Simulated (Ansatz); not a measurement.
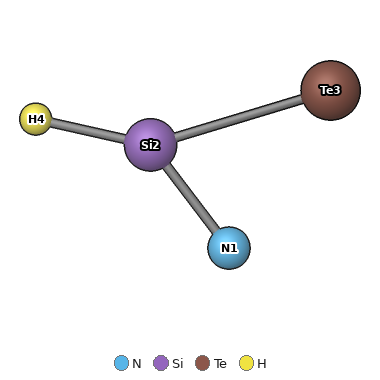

The system is HNSiTe; the picture shows the reference structure. Coordinates scanned: (1) bond length Si2–H4; (2) angle H4–Si2–N1. Nothing is relaxed (all other coordinates rigid). Grid: 13 × 13 points. Points are written as (first, second). All energies are given in kJ/mol relative to the lowest grid point. Level of theory: RKS B3LYP-D4/def2-TZVP in Ansatz 0.2.0.

Its coordinates:

```
atom    x (Å)    y (Å)    z (Å)
   N   0.4886  -1.0442  -0.6715
  Si   0.1608   0.4238  -0.0575
  Te  -1.2693  -1.2038   0.9095
   H   0.6199   1.8242  -0.1806
```

Range: bond length Si2–H4 from 1.272 to 2.070 Å; angle H4–Si2–N1 from 104.6 to 174.6°.

**Predict the map.**

The lowest grid point is at (1.471 Å, 139.6°). No other kind of well shows on this grid. The highest grid point, (2.070 Å, 174.6°), lies 173 kJ/mol above the lowest. Round the minimum the two coordinates are nearly uncoupled.

| angle H4–Si2–N1 ↓, bond length Si2–H4 → | 1.272 | 1.338 | 1.405 | 1.471 | 1.538 | 1.605 | 1.671 | 1.738 | 1.804 | 1.871 | 1.937 | 2.004 | 2.070 |
| --- | --- | --- | --- | --- | --- | --- | --- | --- | --- | --- | --- | --- | --- |
| 174.6 | 96 | 66 | 50 | 45 | 47 | 56 | 68 | 83 | 99 | 117 | 135 | 155 | 173 |
| 168.8 | 83 | 53 | 37 | 32 | 34 | 43 | 55 | 70 | 86 | 104 | 123 | 142 | 161 |
| 162.9 | 71 | 42 | 26 | 20 | 23 | 31 | 44 | 59 | 76 | 94 | 112 | 132 | 151 |
| 157.1 | 62 | 33 | 17 | 12 | 14 | 23 | 35 | 50 | 67 | 85 | 104 | 124 | 143 |
| 151.3 | 56 | 26 | 10 | 5 | 8 | 16 | 29 | 44 | 61 | 79 | 99 | 118 | 138 |
| 145.4 | 52 | 22 | 6 | 1 | 4 | 13 | 25 | 41 | 57 | 76 | 95 | 115 | 135 |
| 139.6 | 51 | 21 | 5 | 0 | 3 | 11 | 24 | 39 | 56 | 74 | 94 | 114 | 133 |
| 133.8 | 52 | 23 | 7 | 1 | 4 | 12 | 25 | 40 | 57 | 75 | 95 | 115 | 134 |
| 127.9 | 57 | 27 | 11 | 5 | 8 | 16 | 29 | 44 | 61 | 79 | 98 | 118 | 137 |
| 122.1 | 63 | 34 | 17 | 12 | 14 | 23 | 35 | 50 | 67 | 85 | 103 | 123 | 142 |
| 116.3 | 73 | 43 | 27 | 21 | 24 | 32 | 44 | 59 | 75 | 93 | 111 | 131 | 150 |
| 110.4 | 86 | 56 | 39 | 34 | 36 | 43 | 55 | 70 | 86 | 103 | 121 | 140 | 159 |
| 104.6 | 101 | 71 | 54 | 48 | 50 | 58 | 69 | 83 | 99 | 116 | 134 | 152 | 170 |

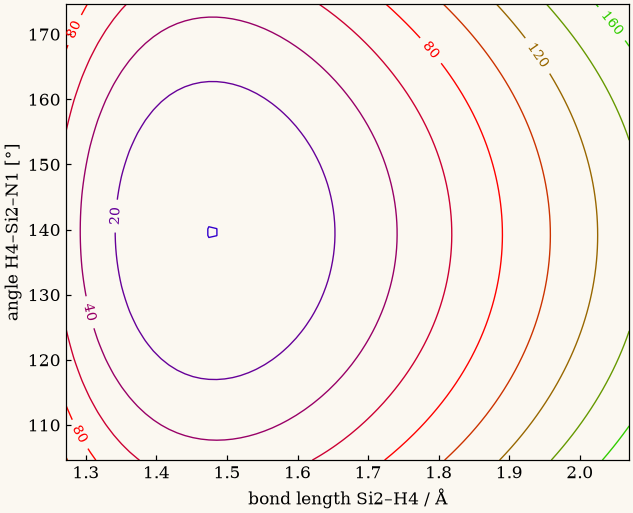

In the figure: contour lines labelled in kJ/mol. Between grid points the surface is interpolated.

Each point was launched as `ansatz run input.yaml --threads 1 --pin off --max-ram 2560MiB --backend cpu --events-out ev --progress --plain --runs-dir out`. Time for the 169 points that were run: 12 min on 1 thread of Arm Neoverse V1 (shared host).
